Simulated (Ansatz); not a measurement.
Relaxed PtSe2 (CdI2 type):

```yaml
crystal:
  lattice:
    - [7.46138, 0.00000, 0.00000]
    - [-1.86534, 3.23087, 0.00000]
    - [0.00000, 0.00000, 5.25610]
  atoms:
    - { symbol: Pt, position: [0.00000, 0.00000, 0.00000] }
    - { symbol: Pt, position: [0.50000, 0.00000, 0.00000] }
    - { symbol: Se, position: [0.33333, 0.33333, 0.24699] }
    - { symbol: Se, position: [0.83333, 0.33333, 0.24699] }
    - { symbol: Se, position: [0.16667, 0.66667, 0.75301] }
    - { symbol: Se, position: [0.66667, 0.66667, 0.75301] }
```

In this cell atom 3 (Se, nearest neighbour Pt at 2.515 Å; its periodic images, 3.7 Å or more away, move with it) is moved by s towards the nearest neighbour, unit vector (-0.742, -0.428, -0.516); all other atoms and the cell stay fixed.

Method: r2SCAN+rVV10 (plane waves to 500 eV, PAW, scalar-relativistic; Ansatz, an electronic-structure program). k mesh 6×12×7 (Γ-centred), Fermi-Dirac smearing 0.05 eV. Energies are smeared free energies. Left out: 2 of 11 points, with atoms too close for the PAW data. With partly filled bands, energies and forces of such displacements shift with the k mesh and the smearing. At this level the bands of PtSe2 touch or barely overlap. PtSe2 is run without spin polarisation. PtSe2 was relaxed with its symmetry unable to fall. Spin-orbit coupling is left out, though Pt is heavy. ΔE is measured from the undisplaced structure.

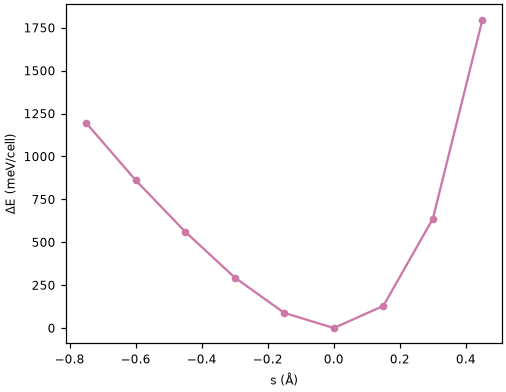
Figure. ΔE (meV/cell) against s (Å); markers are the computed points, lines only join them.

Question: Is the energy the same for displacements of ±0.450 Å, and if not, which side lies higher?

Answer: Not even: the positive side lies higher at ±0.450 Å.

Question: What is the energy change at s = 0.450 Å?

Answer: About 1800 meV/cell.

(A displaced cell: forces are minus the slopes of the energy, force constants its curvatures, and phonons follow from these.)
